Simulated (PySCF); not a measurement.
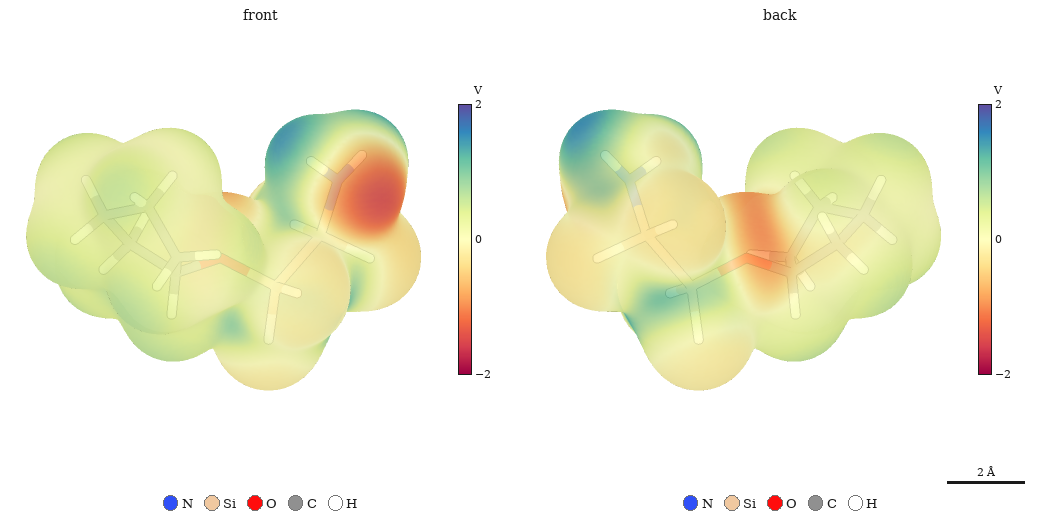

C5H15NOSi2 (SMILES N[SiH2][SiH2]OC1CCCC1). The electrostatic potential painted on the density surface at 0.002 e/bohr³, seen from the front and from behind; the colour scale runs from red (negative) to blue (positive).

Geometry: GFN2-xTB.

These are results of PySCF, PBE0/pcSseg-1, SCF density, gas phase, non-relativistic, not measurements.

Input

```
{"job": {"kind": "nmr", "xc": "PBE0", "basis": "pcSseg-1"}, "charge": 0, "multiplicity": 1}
N      3.665959     0.694966    -0.830751
Si     3.381779    -0.818420    -0.049582
Si     1.603851    -0.564301     1.361156
O      0.351228    -0.559983     0.329799
C     -1.021413    -0.510283     0.605519
C     -1.498634     0.929897     0.855051
C     -2.045420     1.391041    -0.492755
C     -2.755214     0.142699    -1.008574
C     -1.799369    -0.993237    -0.635536
H      2.888133     1.172620    -1.257219
H      4.487932     0.809771    -1.402093
H      3.277496    -1.949894    -0.997447
H      4.623842    -1.053833     0.695889
H      1.581523     0.640183     2.213436
H      1.425785    -1.656967     2.335071
H     -1.220298    -1.140810     1.480210
H     -2.294697     0.927271     1.600777
H     -0.679653     1.547366     1.218180
H     -1.221059     1.650001    -1.158645
H     -2.708087     2.250761    -0.404451
H     -3.707029     0.019169    -0.488625
H     -2.952046     0.180408    -2.078890
H     -2.322022    -1.929755    -0.449683
H     -1.074324    -1.158908    -1.433280
```

Run with:

```sh
OMP_NUM_THREADS=1 python probes_run.py task.json out
```

Question: Which sites attract a positive test charge, and which a negative one?

Answer: A positive charge is drawn to the negative regions and a negative charge to the positive ones. The most negative region (about −1.5 V) lies over N1, the most positive (about +1.5 V) over H10 and H11. N1 is the likeliest acceptor of a hydrogen bond.

Question: What dipole moment does the calculation give?

Answer: Its dipole moment is 1.52 D.
